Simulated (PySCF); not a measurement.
```xyz
12

C     1.4064   -0.3582    0.4073
B    -0.0255    0.1856    0.0292
C    -1.2243   -0.8077   -0.2255
N    -0.2344    1.5636   -0.0809
H     1.3628   -0.9471    1.3298
H     1.7743   -1.0438   -0.3636
H     2.1599    0.4218    0.5456
H    -1.3958   -1.4389    0.6530
H    -2.1693   -0.3155   -0.4711
H    -0.9857   -1.4969   -1.0427
H    -1.1245    1.9671   -0.3178
H     0.4916    2.2432    0.0685
```

Geometry: PBE0-D3(BJ)/def2-TZVP.

Theory: PBE0/pcSseg-2, SCF density, gas phase, non-relativistic (PySCF).

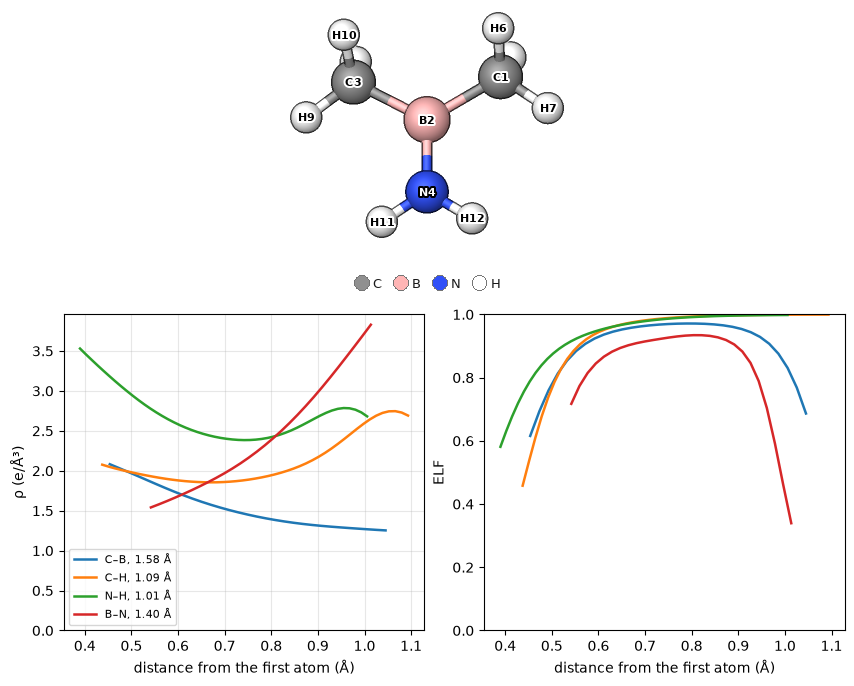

C2H8BN (SMILES CB(C)N). Total electron density and ELF along straight lines between neighbouring atoms. The curves leave out the atomic cores. The structure is drawn too.

Question: What can be read from the curves?

Answer: C–B (1.58 Å): ρ at the midpoint is about 1.4 e/Å³; the ELF peaks at about 1 between the atoms (a shared electron pair).
C–H (1.09 Å): ρ is about 1.9 e/Å³ halfway; the ELF climbs to about 1 towards the hydrogen, as it does in any bond to H; an ordinary covalent bond to hydrogen.
N–H (1.01 Å): the density is about 2.9 e/Å³ at the midpoint; the ELF climbs to about 1 towards the hydrogen; a covalent bond by its length.
B–N (1.40 Å): ρ is about 2 e/Å³ halfway; the ELF peaks at about 0.95 between the atoms; a short, strongly polar bond.
